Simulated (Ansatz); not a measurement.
The structure below was relaxed with Ansatz (a program for electronic structure), PBEsol, PAW, cutoff 420 eV, spin-orbit coupling left out, earlier PAW set.

```yaml
crystal:
  lattice:
    - [3.91820, 2.26217, 3.20105]
    - [-3.91820, 2.26217, 3.20105]
    - [0.00000, -4.52435, 3.20105]
  atoms:
    - { symbol: Si, position: [0.00259, 0.00259, 0.49735] }
    - { symbol: Ge, position: [0.49715, 0.49715, 0.49715] }
    - { symbol: Si, position: [0.00259, 0.49735, 0.00259] }
    - { symbol: Si, position: [0.49735, 0.00259, 0.00259] }
    - { symbol: Ge, position: [0.75296, 0.75296, 0.24712] }
    - { symbol: Si, position: [0.24728, 0.24728, 0.24728] }
    - { symbol: Ge, position: [0.75296, 0.24712, 0.75296] }
    - { symbol: Ge, position: [0.24712, 0.75296, 0.75296] }
```

Q: Find the space group and the Wyckoff positions.

A: Space group R3m, hexagonal axes (No. 160); a = b = 7.8364 Å, c = 9.6032 Å, α = β = 90.00°, γ = 120.00°

| atom | site | symmetry | x | y | z |
|---|---|---|---|---|---|
| Si | 9b | .m | 0.3298 | 0.1649 | 0.1675 |
| Ge | 3a | 3m | 0.0000 | 0.0000 | 0.4972 |
| Ge | 9b | .m | 0.5019 | 0.0039 | 0.2510 |
| Si | 3a | 3m | 0.0000 | 0.0000 | 0.2473 |

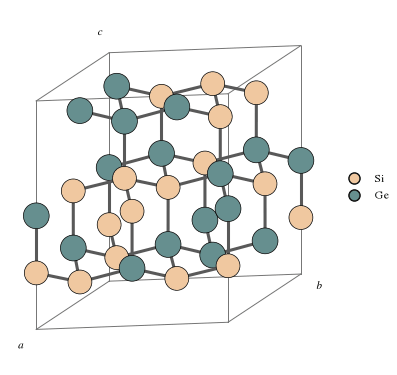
Figure. The conventional cell

Each cell is one ordered arrangement of few atoms, which overstates ordering effects compared with a random alloy. No phonon test of stability was made. The cell was made from Ge by this change: x(Si) = 0.5, 8 atoms, R3m.
